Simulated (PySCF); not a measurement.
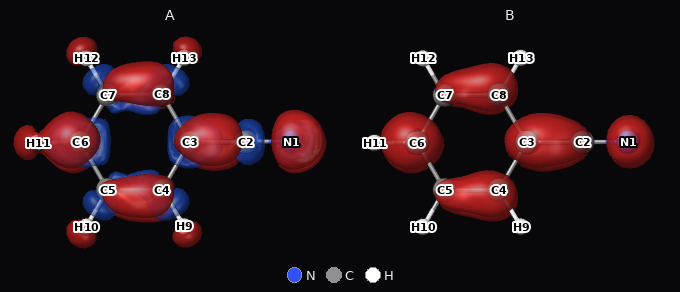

Figure 1: C7H5N, SMILES `N#Cc1ccccc1`. The Fukui function f⁺ from two separate SCF calculations and the density of the LUMO, at ±0.02 e/Å³ (red positive, blue negative).

PySCF calculation, B3LYP/cc-pVDZ, gas phase; geometry: GFN2-xTB. No frequency check shows the geometry to be a minimum.

Coordinates in Å:

```
N1      -3.1686   -0.0006    0.0000
C2      -2.0222    0.0003    0.0000
C3      -0.6078    0.0005    0.0000
C4       0.0869    1.2098    0.0000
C5       1.4686    1.2023    0.0000
C6       2.1594   -0.0003    0.0000
C7       1.4688   -1.2020    0.0000
C8       0.0871   -1.2097    0.0000
H9      -0.4618    2.1401    0.0000
H10      2.0096    2.1368    0.0000
H11      3.2392   -0.0006    0.0000
H12      2.0100   -2.1364    0.0000
H13     -0.4614   -2.1402    0.0000
```

> Which panel is which, and how good is the frozen-orbital picture?

A is f⁺ (it has negative regions), B the LUMO density. The LUMO lies on C6 (19 %), C3 (17 %) and N1 (13 %); f⁺ (Hirshfeld-condensed) is largest on N1 (0.16), C6 (0.12) and C3 (0.09); the vertical electron affinity is −0.53 eV (the stability of the anion's solution wasn't checked; negative, but this basis has no diffuse functions, so it doesn't show that the anion is unbound). Relaxation shifts 23 % of the electron between atoms. The orbital energy is −1.51 eV.

Cost of the run: 2.3 min on 1 thread of Arm Neoverse V1, on a shared host, peak memory 0.69 GiB.
